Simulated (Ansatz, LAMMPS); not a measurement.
# Gap against volume in glassy 60SiO2-7Al2O3-17Li2O-17SrO (mol %) (89 atoms)

Density of this cell: 2.89 g/cm³. The cell holds 89 atoms: 18 Si, 4 Al, 10 Li, 5 Sr and 52 O. Cell: a = 10.463 Å, b = 10.605 Å, c = 10.129 Å, α = 90.1°, β = 91.3°, γ = 90.5°. The starting structure: 89 atoms (18 Si, 4 Al, 10 Li, 5 Sr, 52 O) placed at random at 2.76 g/cm³, melted at 4000 K for 10 ps at fixed volume with the Morse and Coulomb pair potential with partial charges (Pedone, Malavasi, Menziani, Cormack and Segre, J. Phys. Chem. B 110, 11780 (2006)). Quenched from 4000 K to 300 K at 50 K/ps and fixed volume, held 10 ps at zero pressure.

Calculated with Ansatz 0.2.0: Kohn-Sham DFT, r2SCAN, PAW (set soft_2), plane waves; cutoff 500 eV, Γ point, fixed occupations. The relaxed cell was scaled evenly and the atoms were relaxed at each volume. The gap is that between the highest filled and the lowest empty Kohn-Sham level on the run's k-points.

```
volume (Å³/atom)  gap (eV)
          11.361               4.963
          11.866               4.825
          12.245               4.721
          12.623               4.616
          13.002                   ?
          13.381               4.432
```

Task: Fit a straight line in ln V to the rows given and interpolate to the withheld row.

Worked fit:

A volume deformation potential makes the spacing linear in u = ln(V/V0), with V0 = 12.623 Å³ the relaxed volume; v is the spacing.

```
u = ln(V/V0)  v (eV)
   -0.105360   4.963
  -0.0618763  4.8253
  -0.0304594  4.7214
           0  4.6156
   0.0582696  4.4316
```

With n = 5: mean u = -0.0278853, mean v = 4.71138, Σ(u − ū)² = 0.015365, Σ(u − ū)(v − v̄) = -0.050168. Slope b = -0.050168 / 0.015365 = -3.2651; intercept a = v̄ − b ū = 4.6203.

At the withheld volume u = 0.02956, and v = a + b u.

Prediction at 13.002: 4.524 eV. The run gave 4.522 eV, so the fit is high by 0.0020 eV (0.045 % of the value).

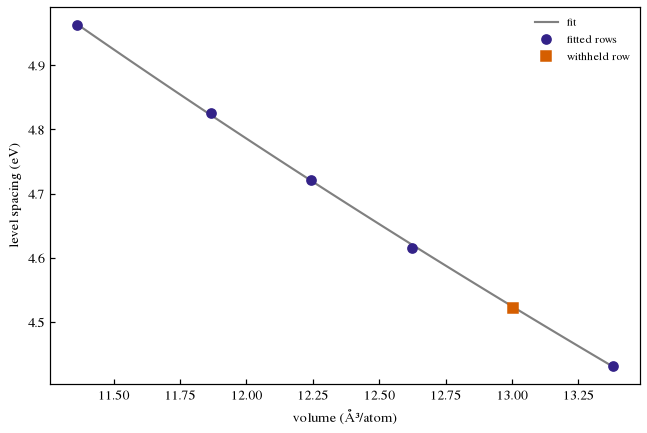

The fit, the rows that it rests on and the withheld row.

The slope, -3.27 eV, says that the spacing narrows on expansion. Among the rows given, the largest miss of the fit is at 12.623, by 0.0047 eV (0.89 % of the range of the table).

Limits: The table spans 16 % in volume, wide for a linear law. Semilocal functionals tend to put gaps under measured ones. Only the Γ point is sampled. Atoms move by up to 0.7 Å in these relaxations, so the structure changes along the series. Defect or tail levels can set the spacing of a disordered cell.

[Logs are printed without paths, hosts, clocks, repeated set-up lines and the standing remarks that a program may print on its own settings, such as how far it seeks lower states.]

[Hosts, paths, dates, database ids (printed as entryN), source tags and the programs' standing remarks are cut or masked in the printed files.]
